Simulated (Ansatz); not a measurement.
# Abstraction of F: GeHF3 + AlHF → GeHF2 + AlHF2

Species: GeHF3 `[F][GeH]([F])[F]`, singlet; AlHF `[F][AlH]`, doublet; GeHF2 `[F][GeH][F]`, doublet; AlHF2 `[F][AlH][F]`, singlet. A radical takes F: the energy is the difference in strength between the Ge–F bond broken and the Al–F bond made.

Shapes, held fixed at every level: PBE0-D4/def2-TZVP. Programs: Ansatz 0.2.0. The zero-point and thermal change to 298 K, harmonic and unscaled (PBE0-D4/def2-TZVP), is +0.3 kJ/mol.

| level | kind | ΔH(298 K) (kJ/mol) | less CCSD(T)/def2-TZVPP | CPU time (sum over the molecules) |
| --- | --- | --- | --- | --- |
| B3LYP-D4/def2-TZVPP | global hybrid | -120.0 | -15.5 | 19 s |
| BHLYP-D4/def2-TZVPP | global hybrid | -114.3 | -9.8 | 16 s |
| r2SCAN0-D4/def2-TZVPP | global hybrid | -108.6 | -4.1 | 28 s |
| B2PLYP/def2-TZVPP | double hybrid | -115.3 | -10.8 | 28 s |
| MP2/def2-SVP | perturbation theory | -101.2 | +3.3 | – |
| MP2/def2-TZVPP | perturbation theory | -104.3 | +0.2 | – |
| CCSD(T)/def2-SVP | coupled cluster or CI | -102.9 | +1.6 | 24 s |
| CCSD(T)/def2-TZVPP | coupled cluster or CI | -104.5 | 0.0 | 5.2 min |

The highest level, CCSD(T)/def2-TZVPP, gives ΔH(298 K) = -104.5 kJ/mol; the levels span -120.0 to -101.2. The column of differences is taken from that level and isn't an error. No measured value is set beside it here. Open shells run unrestricted unless RO is named. Relativity is left out for Ge unless named. Correlated rows may include outer-core shells of Ge, which these sets cover unevenly. Times are processor times on shared x86 and Arm servers, and rough.

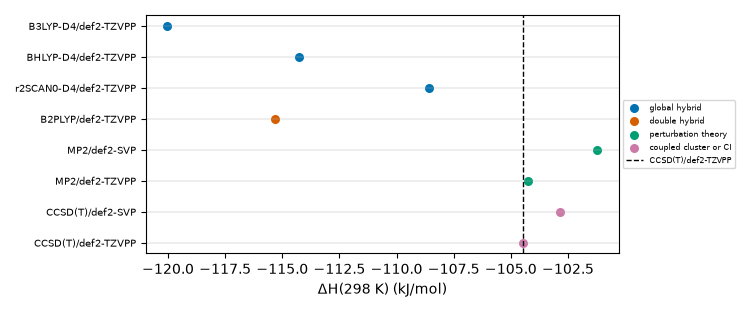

The values of the table, level by level.
